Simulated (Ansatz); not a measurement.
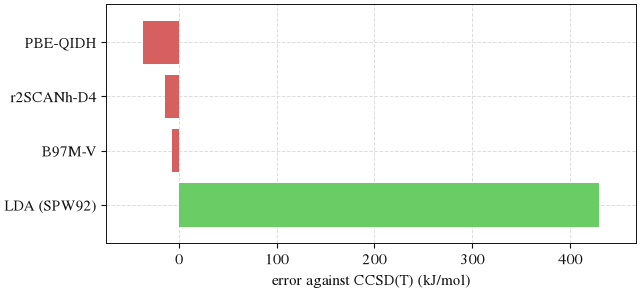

Error in the electronic atomisation energy (method less reference, so positive means overbinding) of CH₄FOSi, SMILES CO[SiH]F, doublet: functionals in def2-TZVPP against frozen-core CCSD(T) at the limit (MP2 extrapolated from triple and quadruple zeta, plus CCSD(T) less MP2 in a smaller set), which gives 2964.8 kJ/mol, at a PBE0-D4/def2-TZVP geometry (a minimum by its frequencies), no zero-point or spin-orbit term, the Ansatz code 0.2.0. The reference leaves out core correlation, a term that grows with the number of heavy atoms. PBE-QIDH holds a correlation term that converges slowly with the basis, so part of the distance to the limit is basis error. No dispersion term is added to PBE-QIDH.

> Which of these levels overbind, and which underbind?

Overbind: LDA (SPW92). Underbind: PBE-QIDH. Within 20 kJ/mol of zero, too close to call in view of what the reference leaves out: r2SCANh-D4 and B97M-V.

> Give the values.

```
      level  kJ/mol
   PBE-QIDH   −36.7
 r2SCANh-D4   −14.2
     B97M-V    −6.9
LDA (SPW92)   429.8
```

Caveats, for all or some of the runs: one conformer of a flexible molecule.
